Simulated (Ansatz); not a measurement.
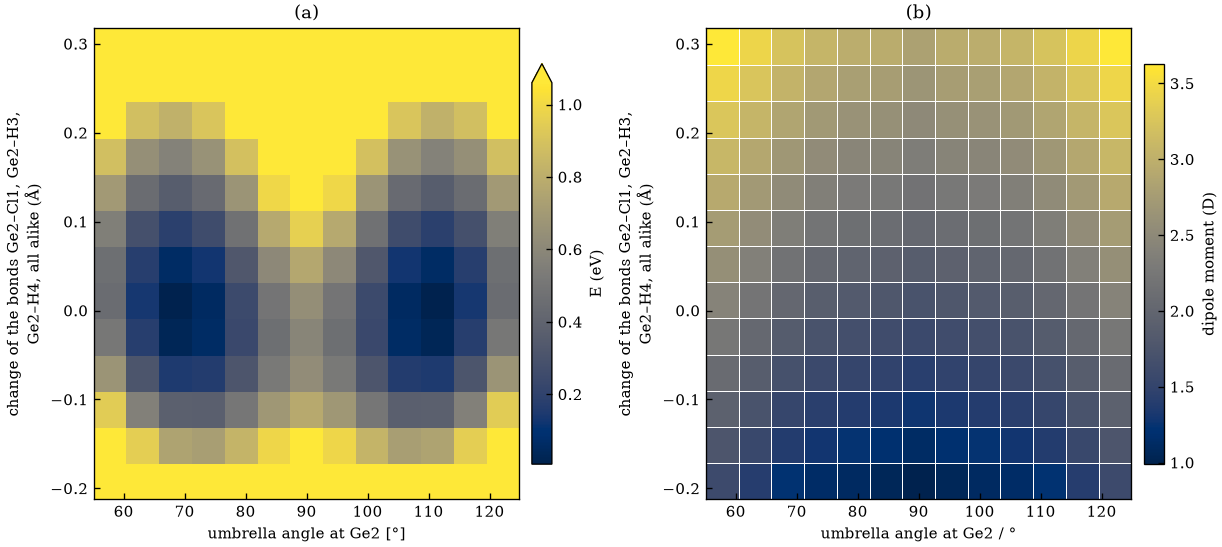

ClGeH₂, SMILES [Cl][GeH2], spin multiplicity 2. The first coordinate is: umbrella angle at Ge2 (between each of its bonds and their common axis; 90 is planar); the second: change of the bonds Ge2–Cl1, Ge2–H3, Ge2–H4, all alike. Nothing is relaxed (all other coordinates rigid). Grid: 13 × 13 points; 91 points were computed and 78 follow by symmetry. Points are written as (first, second). Energies: eV, counted from the relaxed molecule at the same level. Theory: UKS BHLYP-D4/def2-TZVP in Ansatz.

Panel (a) is the energy; panel (b) is the computed dipole moment, in D.

In the figure: one coloured cell a grid point, one colour for all values above the top of the scale.

How does the dipole moment vary over the map, and what is it at the lowest grid point?

Leaving out the highest fifth of the energies, it runs from 1.11 D at (79.3°, −0.192 Å) to 3.27 D at (57.8°, 0.215 Å). At the lowest grid point, (68.5°, 0.012 Å), it is 2.01 D.
